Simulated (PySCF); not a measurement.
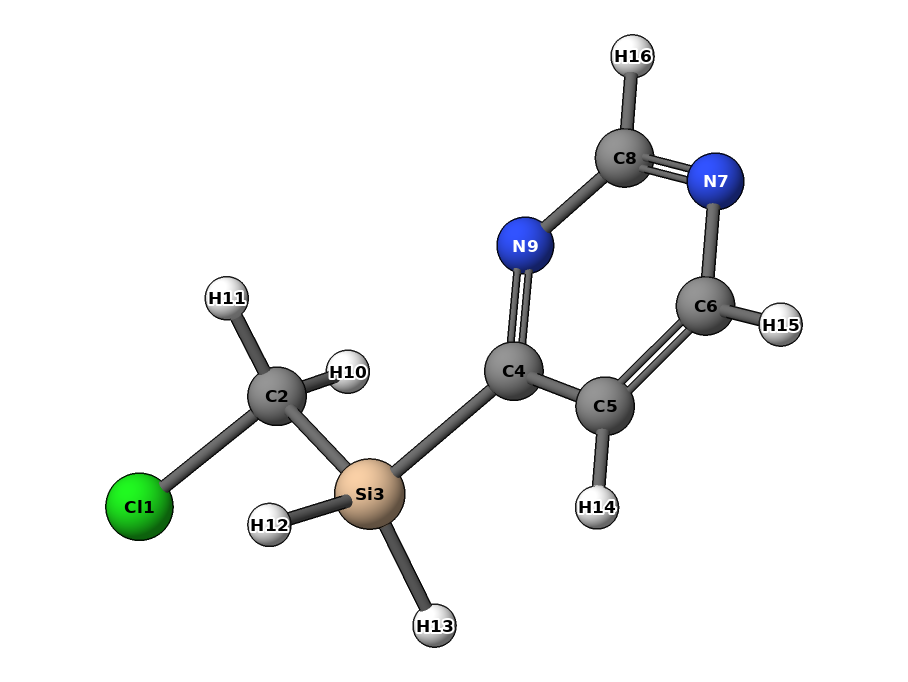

The questions are on Mulliken charges. The computed structure is the end point of a GFN2-xTB optimisation. No frequency run is at hand to confirm it as a minimum. Properties computed with PBE0/pcSseg-1, gas phase (PySCF 2.14.0).

Give the Mulliken charges atom by atom.

```json
{"atom": "Cl1", "value (e)": "−0.17"}
{"atom": "C2", "value (e)": "−0.49"}
{"atom": "Si3", "value (e)": "0.74"}
{"atom": "C4", "value (e)": "−0.12"}
{"atom": "C5", "value (e)": "−0.16"}
{"atom": "C6", "value (e)": "0.17"}
{"atom": "N7", "value (e)": "−0.41"}
{"atom": "C8", "value (e)": "0.28"}
{"atom": "N9", "value (e)": "−0.44"}
{"atom": "H10", "value (e)": "0.19"}
{"atom": "H11", "value (e)": "0.19"}
{"atom": "H12", "value (e)": "−0.06"}
{"atom": "H13", "value (e)": "−0.06"}
{"atom": "H14", "value (e)": "0.10"}
{"atom": "H15", "value (e)": "0.12"}
{"atom": "H16", "value (e)": "0.12"}
```

Mulliken values depend strongly on the basis set and can even reverse the polarity of a bond. The geometry is semi-empirical. Around Si such bond lengths and angles can be off by a tenth of an ångström or more and by several degrees, and values that hang on the shape move with them.
